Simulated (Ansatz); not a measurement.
## Electronic structure of CH$_{3}$AlF$_{2}$Si (SMILES F[Si]1(F)[CH2][AlH]1) in real space

The calculation's input:

```
crystal:
  periodic: [false, false, false]
  atoms:
    - {symbol: F, position_ang: [0.512466, -1.279793, 1.912870]}
    - {symbol: Si, position_ang: [0.620811, -0.879828, 0.370246]}
    - {symbol: F, position_ang: [2.073067, -1.353945, -0.084150]}
    - {symbol: C, position_ang: [0.132956, 0.880935, 0.041775]}
    - {symbol: Al, position_ang: [-1.330260, -0.222712, -0.713060]}
    - {symbol: H, position_ang: [0.193347, 1.738971, 0.710892]}
    - {symbol: H, position_ang: [0.645489, 1.128480, -0.911157]}
    - {symbol: H, position_ang: [-2.755776, -0.069307, -1.383216]}
basis:
  gaussian: {orbitals: def2-TZVPP}
hamiltonian: {xc: pbe0, dispersion: d4}
output: {orbitals: {seedname: orbitals}}
```

Launched as:

```sh
ansatz run in.yaml --threads 2 --pin off --events-out ev --progress --plain --max-ram 4352MiB
```

Geometry: PBE0-D4/def2-TZVP.

Theory: RKS PBE0-D4/def2-TZVPP in Ansatz.

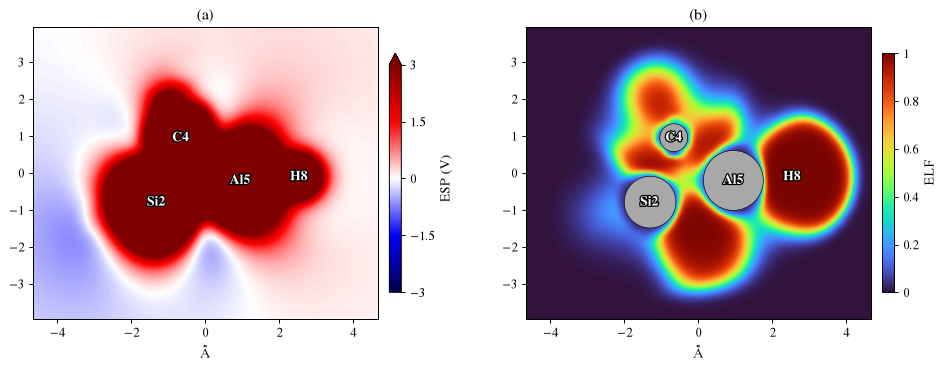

Figure 1. (a) electrostatic potential; (b) electron localisation function on the plane of atoms Si2, C4 and Al5. Grey discs cover the atomic cores in the ELF map.

**Interpret the plot.**

- Atoms in the plane: Si, C, Al and H.
- C–Si (1.86 Å): the ELF peaks at about 0.95 between the atoms: a covalent bond.
- C–Al (1.98 Å): the ELF peaks at about 0.90 between the atoms: a polar covalent bond.
- Al–Si (2.33 Å): the ELF peaks at about 0.70 between the atoms.
- Al–H (1.58 Å): the ELF climbs to about 1 towards the hydrogen.
- Outside the dense part of the molecule the potential is most negative (−0.7 V) near F3, which lies off the plane.

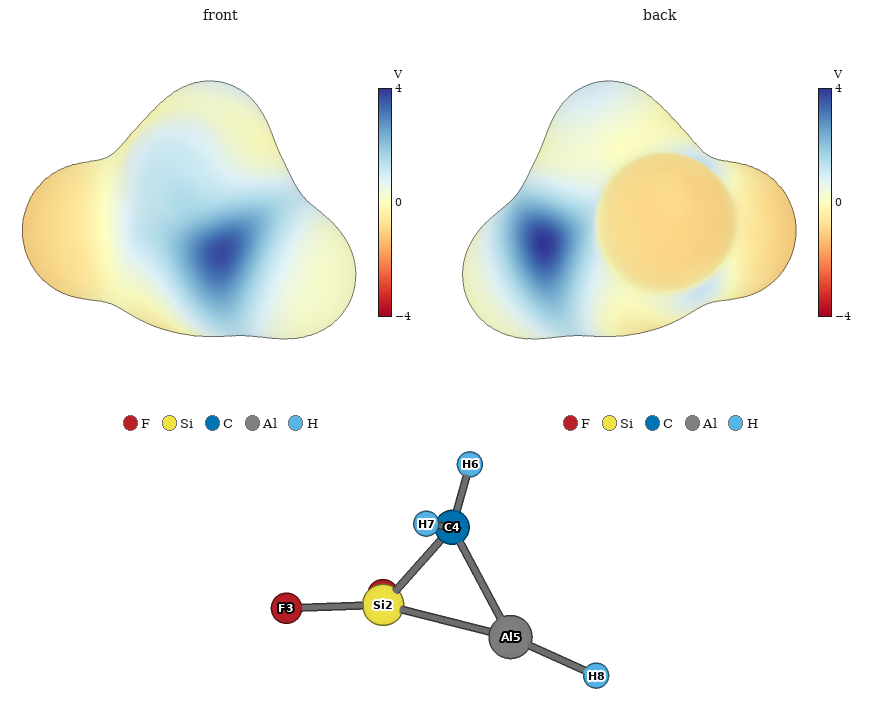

Figure 2. The molecular electrostatic potential painted on the density surface at 0.002 e/bohr³, seen from the front and from behind; the colour scale runs from red (negative) to blue (positive). The bare structure is drawn below in the same view.

**Where is the surface potential most negative and most positive?**

The most negative region (about −1.0 V) lies over F1 and F3, the most positive (about +3.7 V) over Al5.

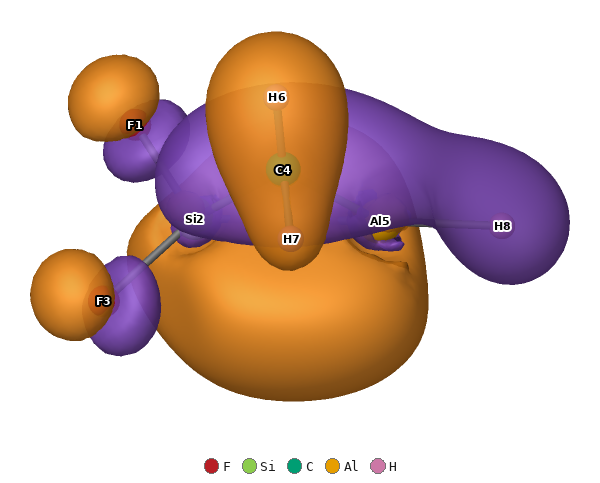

Figure 3. The HOMO at ±0.06 Å⁻³ᐟ² (orange and purple are the two phases), seen from one side.

**What is the character of this orbital?**

It lies mainly on Si2 (about 35 %), Al5 (about 30 %) and C4 (about 15 %). Its energy is −6.53 eV.
